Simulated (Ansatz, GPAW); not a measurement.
# STM contrast on a 8-layer slab of Sr(111), part 3 of 3

Aim: Tersoff-Hamann images of a 8-layer slab of Sr(111) at several biases.

GPAW 26.7.0 and Ansatz 0.2.0; Ansatz plane waves; slab in vacuum with a dipole correction, relaxation (the session's first sound run).

So far, dipole along the normal (e·Å): step 2 (relaxation, PBE) 0.00343; step 3 (the slab's potential, PBE, GPAW) 0.00303.

### Step 4. A second plane-wave code

A second program with its own datasets checks the number independently.

This step: Ansatz plane waves; slab in vacuum with a dipole correction (Ansatz 0.2.0).

Contents of input.yaml:

```yaml
crystal:
  lattice:
    - [4.2992092296, 0.0, 0.0]
    - [2.1496046148, 3.723224409, 0.0]
    - [0.0, 0.0, 38.5720274567]
  atoms:
    - { symbol: Sr, position: [0.6666666667, 0.6666666667, 0.1814786637] }
    - { symbol: Sr, position: [0.0, 0.0, 0.2724847598] }
    - { symbol: Sr, position: [0.3333333333, 0.3333333333, 0.3634908559] }
    - { symbol: Sr, position: [0.6666666667, 0.6666666667, 0.454496952] }
    - { symbol: Sr, position: [0.0, 0.0, 0.5446756073] }
    - { symbol: Sr, position: [0.3333333333, 0.3333333333, 0.6347959404] }
    - { symbol: Sr, position: [0.6666666667, 0.6666666667, 0.7249905609] }
    - { symbol: Sr, position: [0.0, 0.0, 0.8129117538] }
kpoints:
  mp_grid: { grid: [9, 9, 1] }
hamiltonian:
  xc: pbe
scf:
  occupations: { method: fermi_dirac, width: 0.1 }
efield:
  axis: 3
  dipole_correction: true
  ramp_width: 0.05
output:
  forces: true
  band_densities: [{ e_range: [-0.5, 0] }, { e_range: [0, 0.5] }]
  write_potential: true
  write_density: true
  volumetric_format: npy
```

Run with:

```
$ ansatz run input.yaml --threads 4 --pin off --max-ram 8192MiB --backend cpu --events-out ev --progress --plain --runs-dir out
```

Numbers of over 12 decimals in the logs are rounded to 6 here.

The program printed:

```text
[...]
Crystal: 8 atoms, lattice volume = 617.419 Å³
Basis set: ecut = 420 eV, 11991 PW (Γ), exchange–correlation on 60×60×540 points (8 copies of the dense FFT grid, shifted against one another)
Bands: 48, of which v1, the nominal top of the filled ones, is band 40 counted from 1 (39 counted from 0)
Symmetry: 6 space group operations
[...]
k-points: 12 of 81 (time reversal used)
[...]
SCF iter   1: F=—  HF=-28353.338684 eV  |F-HF|=—  |Δ(HF+E_count)|=         —  Δρ=2.79e-3  dr2=6.76e0  ethr=1.77e-3  p=0.005 e·Å  D=1.54e-3 V/Å  ΔV_dip=-0.06 eV  dr2_dipole=4.37e-2  V_vac-E_F(+/−)=2.49/2.55 eV  ⟨swp⟩=15.4  Hψ=7963  notcnv=0
[...]
SCF iter   8: F=-28353.252747 eV  HF=-28353.252747 eV  |F-HF|=1.02e-8  |Δ(HF+E_count)|=   2.85e-9  Δρ=6.39e-7  dr2=1.23e-8  ethr=1.25e-10  p=0.003 e·Å  D=8.90e-4 V/Å  ΔV_dip=-0.03 eV  dr2_dipole=2.17e-10  V_vac-E_F(+/−)=2.67/2.71 eV  ⟨swp⟩=20.8  Hψ=5930  notcnv=0
[...]
SCF 1 converged in 8 iterations: F = -28353.252747 eV  dr2 = 1.23e-8
[...]
SCF converged after 8 iterations
Free energy (F): -28353.252747 eV
[...]
Internal energy: -28352.887321 eV  (E = F + TS)
E sigma→0 (E₀):  -28353.070034 eV
Entropy (-TS):   -0.365426 eV (-45.678 meV/atom)
Fermi energy:    2.909917 eV
Dipole field:    D = 0.000879 V/Å  (p = 0.002998 e·Å, saw-weighted, corrected)
Work function:   Φ+ = 2.6726 eV   Φ− = 2.7070 eV
[...]
--- Forces (eV/Å), atoms counted from 1 ---
  atom   1  Sr    -0.00000000     0.00000000     0.07721332
  atom   2  Sr    -0.00000000    -0.00000000    -0.05211251
  atom   3  Sr     0.00000000    -0.00000000    -0.00223808
  atom   4  Sr    -0.00000000     0.00000000    -0.02288376
  atom   5  Sr    -0.00000000     0.00000000    -0.00093338
  atom   6  Sr    -0.00000000     0.00000000     0.00324132
  atom   7  Sr    -0.00000000     0.00000000    -0.00926407
  atom   8  Sr     0.00000000    -0.00000000     0.00697576
  max |Σ_I F_I| component: 1.40e-6 eV/Å
--- Band table (eV; the first three rows and the last of 12) ---
  k-point 0: bands = [... 36 lower, 0.4300, 0.8698, 1.3036, 1.6730, 2.9948, 3.1307, 3.3560, 3.6287, ... 12 higher]
  k-point 1: bands = [... 36 lower, 0.5904, 1.0287, 1.4652, 1.8444, 2.9972, 3.1603, 3.3964, 3.6568, ... 12 higher]
  k-point 2: bands = [... 36 lower, 1.0359, 1.4623, 1.8974, 2.2977, 3.0063, 3.2428, 3.4980, 3.7010, ... 12 higher]
  k-point 11: bands = [... 36 lower, 2.8016, 2.8072, 2.9080, 2.9298, 2.9337, 3.0237, 3.0953, 3.0961, ... 12 higher]
--- Band densities, each state counted as filled ---
  window                                       electrons  max residual (eV)  cut levels
  e_range: [-0.5, 0]                            3.012346             3.9e-9           0
  e_range: [0, 0.5]                             8.320988             3.9e-7           0
```

Wall time 9.8 s (4 threads of AMD EPYC 9R14 (Zen 4), shared host); peak memory 1.2 GiB.

Numbers from this step:

* upper work function: 2.673 eV
* lower work function: 2.707 eV
* dipole along the normal: 0.002998 e·Å
* dipole field: 8.79e-4 V/Å
* vacuum level above: 5.583 eV
* vacuum level below: 5.617 eV
* corrugation e range -0.5 0 4: 0.02706 Å
* decay e range -0.5 0: 0.9102 Å⁻¹
* apparent barrier e range -0.5 0: 3.156 eV, hbar² kappa² / 2m (holds the in-plane momentum too)
* corrugation e range 0 0.5 4: 0.05574 Å
* decay e range 0 0.5: 0.6868 Å⁻¹
* apparent barrier e range 0 0.5: 1.797 eV, hbar² kappa² / 2m (holds the in-plane momentum too)

The electrostatic potential energy of an electron (with the applied field's), less the Fermi level, planar mean oscillates, so the rows of the table below give means over windows of 3.5 Å about each position, cut where the curve ends. Its maxima inside the range that stand out by 2 % of the span (Å: eV): 8.7: 1.67, 12.3: 1.67, 15.7: 1.67, 19.3: 1.64, 22.7: 1.62, 26.3: 1.59, 29.7: 1.46. Its minima: 7.0: -14.7, 10.6: -14.4, 14.0: -14.5, 17.6: -14.5, 21.0: -14.5, 24.4: -14.4, 28.0: -14.4, 31.4: -14.4.

Electrostatic potential energy of an electron (with the applied field's), less the Fermi level, planar mean against z; means over each step:

```
z (Å)  electrostatic potential energy of an electron (with the applied field's), less the Fermi level, planar mean (eV)
 1.75                                                                                                              2.70
 5.25                                                                                                             -1.02
 8.75                                                                                                             -3.91
12.25                                                                                                             -3.91
15.75                                                                                                             -3.90
19.25                                                                                                             -4.05
22.75                                                                                                             -4.06
26.25                                                                                                             -4.05
29.75                                                                                                             -4.45
33.25                                                                                                            -0.343
36.75                                                                                                              2.67
```

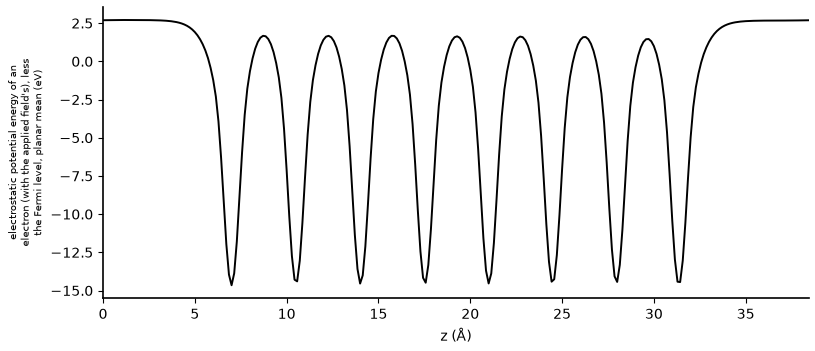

Electrostatic potential energy of an electron (with the applied field's), less the Fermi level, planar mean against z.

The valence density, planar mean oscillates, so the rows of the table below give means over windows of 3.43 Å about each position, cut where the curve ends. Its maxima inside the range that stand out by 2 % of the span (Å: e/Å³): 7.0: 0.412, 10.6: 0.408, 14.0: 0.408, 17.6: 0.408, 21.0: 0.408, 24.4: 0.408, 28.0: 0.409, 31.3: 0.412. Its minima: 8.7: 0.0410, 12.3: 0.0410, 15.7: 0.0412, 19.3: 0.0420, 22.7: 0.0420, 26.3: 0.0416, 29.7: 0.0442.

Valence density, planar mean against z; means over each step:

```
z (Å)  valence density, planar mean (e/Å³)
 1.72                               1.4e-4
 5.15                               0.0737
 8.58                                0.173
12.01                                0.173
15.44                                0.174
18.87                                0.177
22.30                                0.178
25.73                                0.178
29.16                                0.186
32.59                                0.144
36.02                               4.4e-4
```

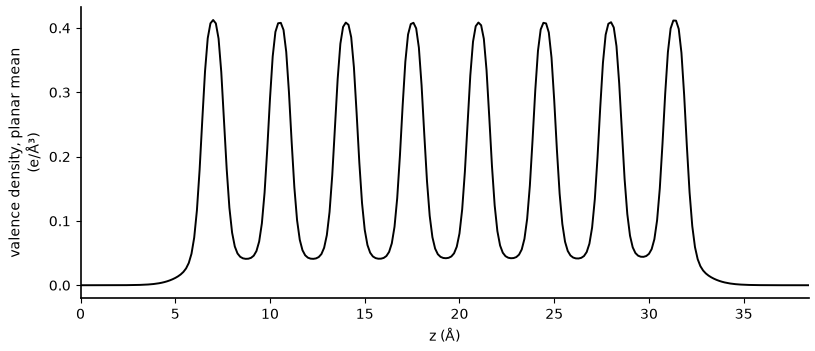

Valence density, planar mean against z.

E_range_-0.5_0. Table of planar mean of the window's density by height over the top atom:

```
height over the top atom (Å)  planar mean of the window's density (e/Å³)
                        1.50                                     0.00341
                        1.70                                     0.00283
                        1.90                                     0.00229
                        2.10                                     0.00180
                        2.30                                     0.00138
                        2.50                                     0.00104
                        2.70                                      7.7e-4
                        2.90                                      5.6e-4
                        3.10                                      4.0e-4
                        3.30                                      2.8e-4
                        3.50                                      2.0e-4
                        3.70                                      1.4e-4
                        3.90                                      9.8e-5
                        4.10                                      6.8e-5
                        4.30                                      4.7e-5
                        4.50                                      3.2e-5
                        4.70                                      2.2e-5
                        4.90                                      1.5e-5
                        5.10                                      1.0e-5
                        5.30                                      6.8e-6
                        5.50                                      4.5e-6
                        5.70                                      3.0e-6
                        5.90                                      2.0e-6
                        6.10                                      1.3e-6
```

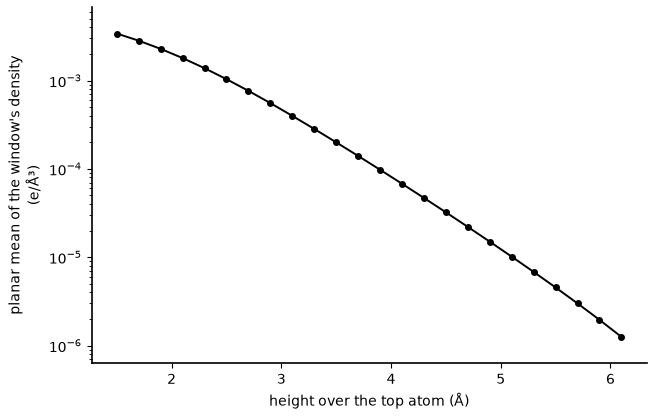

Planar mean of the window's density against height over the top atom.

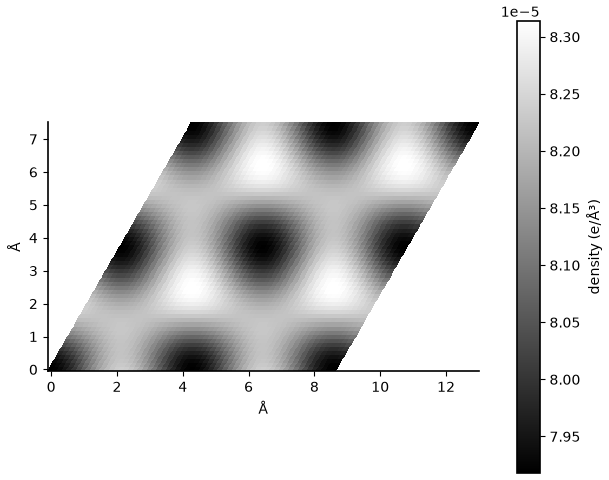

Density over a1 and a2. Constant height 4 Å over the top atom, window e_range_-0.5_0. The cell is repeated, with its origin at the lower left corner.

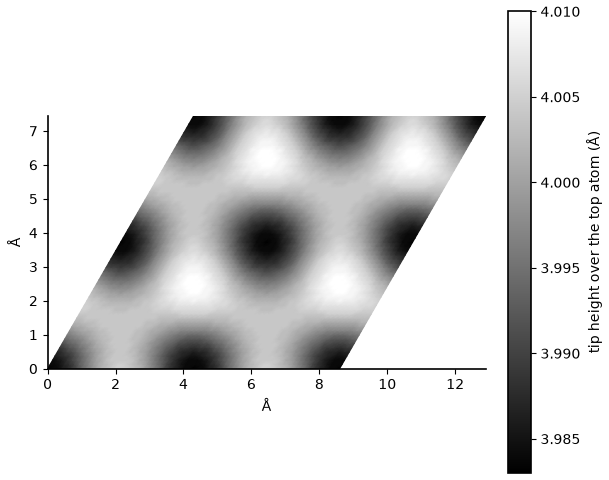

Tip height over the top atom over a1 and a2. Constant current at the density 8.160e-05 e/Å^3, window e_range_-0.5_0. The cell is repeated, with its origin at the lower left corner.

E_range_0_0.5. Planar mean of the window's density against height over the top atom:

```
height over the top atom (Å)  planar mean of the window's density (e/Å³)
                        1.50                                      0.0120
                        1.70                                      0.0109
                        1.90                                     0.00967
                        2.10                                     0.00835
                        2.30                                     0.00703
                        2.50                                     0.00578
                        2.70                                     0.00467
                        2.90                                     0.00370
                        3.10                                     0.00291
                        3.30                                     0.00226
                        3.50                                     0.00174
                        3.70                                     0.00133
                        3.90                                     0.00102
                        4.10                                      7.7e-4
                        4.30                                      5.8e-4
                        4.50                                      4.4e-4
                        4.70                                      3.3e-4
                        4.90                                      2.4e-4
                        5.10                                      1.8e-4
                        5.30                                      1.4e-4
                        5.50                                      1.0e-4
                        5.70                                      7.5e-5
                        5.90                                      5.6e-5
                        6.10                                      4.2e-5
```

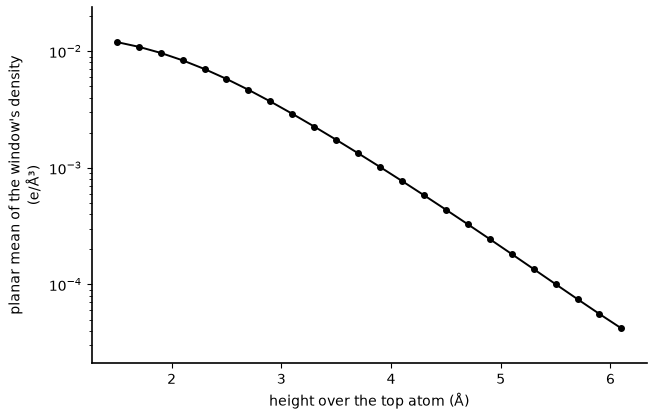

Planar mean of the window's density against height over the top atom.

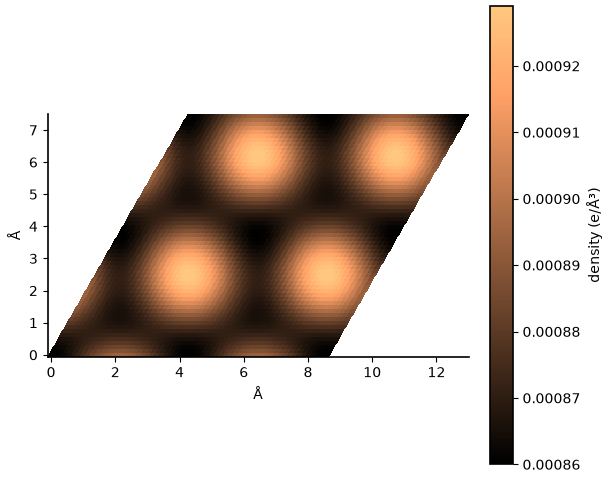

Density over a1 and a2. Constant height 4 Å over the top atom, window e_range_0_0.5. The cell is repeated, with its origin at the lower left corner.

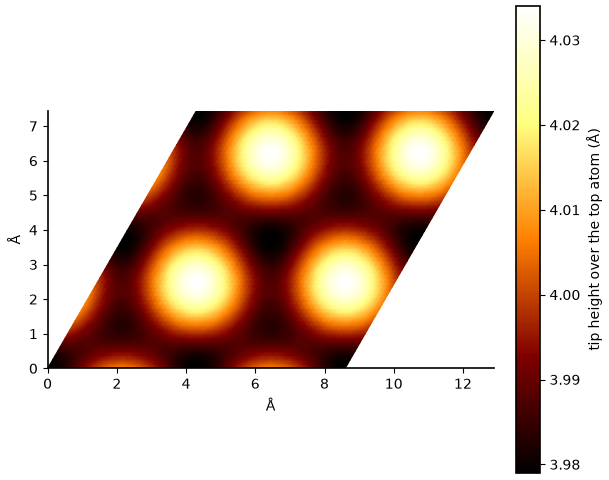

Tip height over the top atom over a1 and a2. Constant current at the density 8.854e-04 e/Å^3, window e_range_0_0.5. The cell is repeated, with its origin at the lower left corner.

Force by atom:

```
atom  x (eV/Å)  y (eV/Å)  z (eV/Å)    size
 Sr1    0.0000    0.0000    0.0772  0.0772
 Sr2    0.0000    0.0000   -0.0521  0.0521
 Sr3    0.0000    0.0000   -0.0022  0.0022
 Sr4    0.0000    0.0000   -0.0229  0.0229
 Sr5    0.0000    0.0000   -0.0009  0.0009
 Sr6    0.0000    0.0000    0.0032  0.0032
 Sr7    0.0000    0.0000   -0.0093  0.0093
 Sr8    0.0000    0.0000    0.0070  0.0070
```

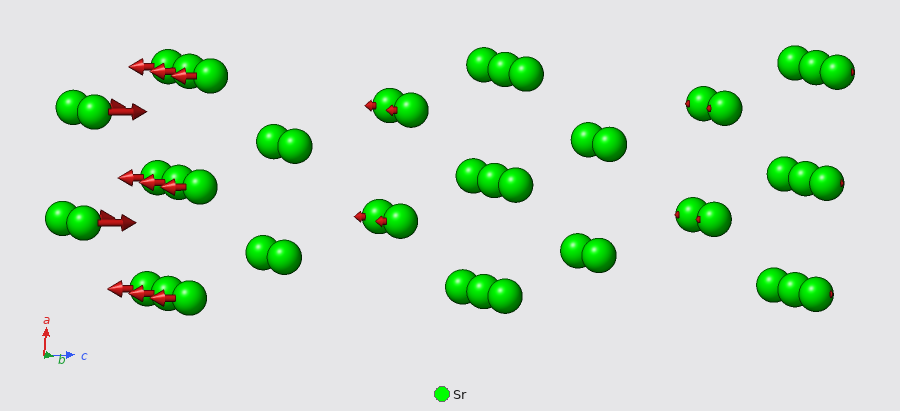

Force as arrows, the longest 0.0772 eV/Å. 2×2×1 cells are drawn. Some periodic images of atoms are drawn too.

The upper face's work function is 2.673 eV, against 2.675 eV in the first plane-wave PBE run at this geometry.

### Step 5. Side by side

Results and costs are gathered.

This step: comparison of work functions, dipole and cost (GPAW 26.7.0).

Ladder, by row:

```
  step    code  work function, upper (eV)  work function, lower (eV)  dipole (e Å)  wall time (s)  peak memory (GiB)  threads
    pw    GPAW                      2.675                      2.709      0.003026          716.5               1.01        1
ansatz  Ansatz                      2.673                      2.707      0.002998           9.75              1.213        4
```

### Step 6. A changed run

One more run, with changed settings.

This step: GPAW, PAW setups; slab in vacuum (GPAW 26.7.0).

Contents of run.py:

```python
import json
import numpy as np
from ase import Atoms
from gpaw import GPAW, PW

slab = Atoms(
    ['Sr', 'Sr', 'Sr', 'Sr', 'Sr', 'Sr', 'Sr', 'Sr'],
    positions=[
        [4.29921, 2.48215, 7.00000],
        [0.00000, 0.00000, 10.51029],
        [2.14960, 1.24107, 14.02058],
        [4.29921, 2.48215, 17.53087],
        [-0.00000, -0.00000, 21.00924],
        [2.14960, 1.24107, 24.48537],
        [4.29921, 2.48215, 27.96436],
        [-0.00000, -0.00000, 31.35565]],
    cell=[[4.29921, 0.0, 0.0], [2.1496, 3.72322, 0.0], [0.0, 0.0, 38.57203]],
    pbc=[True, True, False])

slab.calc = GPAW(mode=PW(400), xc='pbe96', kpts={'size': (9, 9, 1), 'gamma': True},
                 occupations={'name': 'fermi-dirac', 'width': 0.1}, nbands='140%',
                 convergence={'density': 1e-05}, maxiter=100,
                 poissonsolver={'dipolelayer': 'xy'},
                 symmetry={'tolerance': 1e-3}, txt='slab.txt')
result = {}
energy = slab.get_potential_energy()
fermi = slab.calc.get_fermi_level()
v = slab.calc.get_electrostatic_potential().mean((0, 1)) - fermi
n = slab.calc.get_pseudo_density().mean((0, 1))
L = slab.cell[2, 2]
z = np.arange(len(v)) * L / len(v)
low, high = slab.positions[:, 2].min(), slab.positions[:, 2].max()
below, above = np.interp([low - 4.8, high + 4.8], z, v)
slopes = [np.interp(x, z, np.gradient(v, z)) for x in (low - 4.8, high + 4.8)]
eps = np.array([[slab.calc.get_eigenvalues(k, s) for k in range(len(slab.calc.get_ibz_k_points()))]
                for s in range(slab.calc.get_number_of_spins())]) - fermi
top, bottom = eps[eps < 0].max(), eps[eps > 0].min()
dipole = slab.get_dipole_moment()[2]
print(f'energy {energy:.4f} eV, Fermi level {fermi:.4f} eV, dipole {dipole:.5f} e A')
print(f'potential 4.8 A off the faces, from the Fermi level: lower {below:.4f} eV, upper {above:.4f} eV')
print(f'slope of the potential there: lower {slopes[0]:.5f}, upper {slopes[1]:.5f} eV/A')
print(f'nearest levels on the mesh: {top:.4f} and {bottom:.4f} eV')
print('magnetic moment', round(slab.get_magnetic_moment(), 3))
result.update(energy=energy, fermi=fermi, dipole=dipole, below=below, above=above, slopes=slopes, edges=[top, bottom],
              z=z.tolist(), v=v.tolist(), n=n.tolist(), positions=slab.positions.tolist(),
              forces=slab.get_forces(apply_constraint=False).tolist(), moments=slab.get_magnetic_moments().tolist())
json.dump(result, open('result.json', 'w'))
```

Run with:

```
$ OMP_NUM_THREADS=1 OPENBLAS_NUM_THREADS=1 python run.py
```

The program printed:

```text
NameError: Unknown functional: pbe96.
```

Wall time 0.66 s (1 thread); peak memory 0.1 GiB.

The program refused the input before any cycle.

The program's message: “NameError: Unknown functional: pbe96.”

The change that led to it: xc = "pbe96".

### Step 7. What came out

```
work function, upper and lower face : 2.675 and 2.709 eV
dipole along the normal             : 0.00303 e Å
corrugation at -0.5 V               : 0.0257 Å
corrugation at 0.5 V                : 0.0595 Å
```

**Reading.** The corrugation at constant current is largest at 0.5 V, where the tip height varies by 0.059 Å over the cell. Negative sample bias images filled states, positive bias empty ones. The measured value for polycrystalline Sr, which weights the faces of low work function, is 2.59 eV (as compiled in "Anisotropic work function of elemental crystals", 2019, arxiv:1902.07811); the relaxed upper face lies 0.085 eV over it with PBE. Measured work functions scatter by a tenth of an eV or more between methods. The two plane-wave codes differ by 0.0021 eV on the upper face. The images are of Tersoff-Hamann type: an s-wave tip, no tip-sample forces, heights closer than in a microscope. Ansatz gives corrugations of 0.027 Å at -0.5 V (GPAW 0.026) and 0.056 Å at 0.5 V (GPAW 0.059). GPAW's time includes a further run over the whole zone for the images, so the two times are not like for like. The in-plane lattice was kept as typed, which isn't the functional's own and leaves some strain; spin-orbit coupling and temperature are left out.

[Logs are printed without paths, hosts, clocks, repeated set-up lines and the standing remarks that a program may print on its own settings, such as how far it seeks lower states.]

[Hosts, paths, dates, database ids (printed as entryN), source tags and the programs' standing remarks are cut or masked in the printed files.]
